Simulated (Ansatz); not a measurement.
## GaN: carrier doping

Base system: GaN in the zinc blende structure (space group F-43m, No. 216; a = 4.498 Å).

Carriers are added at fixed cell with a uniform background; the Fermi–Dirac width is that of 300 K.

Level of theory: Ansatz (a quantum-chemistry and plane-wave program) PBEsol, scalar-relativistic without spin-orbit coupling, earlier PAW set.

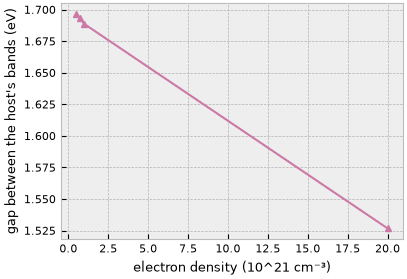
Figure. Gap between the host's bands against electron density

From the plot, what is the gap between the host's bands for electrons 2.0×10^22 cm⁻³?

About 1.53 eV.

Is the trend monotonic over the range shown?

Yes, it falls throughout, spanning 1.53 eV to 1.70 eV.

Carriers are added with a uniform compensating background; total energy and stress of such cells depend on the potential's zero and are not compared; many-body gap narrowing is missing at this level. Stability against distortions was not tested. This is not the structure that GaN has at room temperature and ambient pressure.
